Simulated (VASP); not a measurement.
Band structure of ZrTiSe$_{4}$ (space group P2/m). Calculation: PBEsol GGA, VASP's PBE PAW potentials (set 64) (plane waves; VASP).

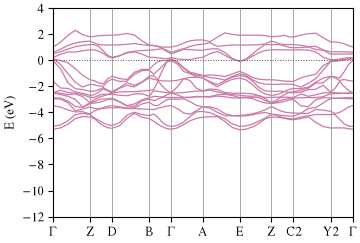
Bands along high-symmetry lines, zero at the valence-band maximum or, without a gap, the Fermi level

Read the plot: is there a gap, and where are the band edges?

It has no gap at this level: it comes out as a metal or semimetal.

The structure comes from a measured ZrTiSe4 entry of the Crystallography Open Database, whose conditions weren't checked. The cell was not relaxed at this level. The k-mesh is coarse (spacing up to 0.34 per Å, 2π included), so the numbers may not be converged in it.
